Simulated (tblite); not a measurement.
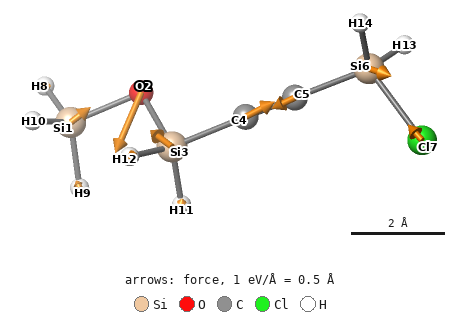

Starting geometry of C2H7ClOSi3 with the computed forces as orange arrows. A ball-and-stick model, seen at a tilt.

Computed with GFN2-xTB geometry optimisation, gas phase (tblite 0.8.0). 

### What follows when this structure is relaxed?

It isn't relaxed: the largest force vector, on O2, is 3.05 eV/Å. The final displacements have little in common with the starting forces (cosine between the two patterns 0.27). After 103 geometry steps the energy has fallen by 20.0 kcal/mol. The atom that moves furthest after the best rigid fit is H8 (2.20 Å). Largest moves by element: H 2.20 Å, O 1.44 Å, Si 0.98 Å, Cl 0.70 Å, C 0.53 Å. Some distances before and after: Si1–Si3 2.732 → 3.211 Å, O2–Si3 1.748 → 1.620 Å, Si1–O2 1.716 → 1.618 Å, Si6–Cl7 2.115 → 2.025 Å. Among the angles between lasting bonds that change: Si1–O2–Si3 104.2° → 165.2°, H9–Si1–H10 107.3° → 112.4°, O2–Si3–H12 110.3° → 105.9°.
